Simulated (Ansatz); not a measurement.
GaAs (zinc blende)

```xyz
4
Lattice="0.0000 5.7456 5.7456 2.8728 0.0000 2.8728 2.8728 2.8728 0.0000" Properties=species:S:1:pos:R:3 pbc="T T T"
As     4.3092     4.3092     4.3092
As     4.3092     7.1820     7.1820
Ga     0.0000     0.0000     0.0000
Ga     2.8728     5.7456     2.8728
```

A phonon eigenvector at L = (0.5, 0.0, 0.0) is frozen into this cell: atom i moves by Q times the vector below, so Q is the largest atomic displacement, in Å. The cell is held. (q is in reciprocal vectors of the primitive cell; the cell shown is doubled to hold the pattern.)

| atom | x | y | z |
|---|---|---|---|
| As1 | -0.508 | 0.508 | 0.508 |
| As2 | 0.508 | -0.508 | -0.508 |
| Ga3 | 0.577 | -0.577 | -0.577 |
| Ga4 | -0.577 | 0.577 | 0.577 |

Level of theory: PBE (plane waves to 420 eV, PAW, scalar-relativistic; Ansatz, a quantum-chemistry and plane-wave program). k mesh 5×10×10 (Γ-centred), Fermi-Dirac smearing 0.05 eV. Energies are smeared free energies. As the smearing reaches across the gap at some points, energies and forces of such displacements shift with the k mesh and the smearing. GaAs was relaxed with its symmetry unable to fall. The zero of ΔE is the undisplaced structure.

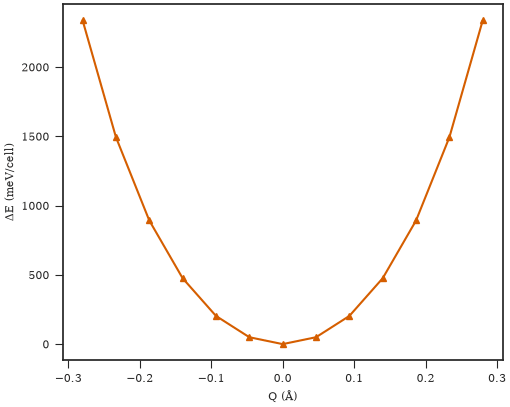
Figure: ΔE (meV/cell) against Q (Å); computed points joined by lines.

### Question
What is the energy change at Q = 0.280 Å?

### Answer
About 2300 meV/cell.

### Question
What harmonic wavenumber does the curvature at Q = 0 give?

### Answer
About 220 cm⁻¹.

(A displaced cell: forces are minus the slopes of the energy, force constants its curvatures, and phonons follow from these.)
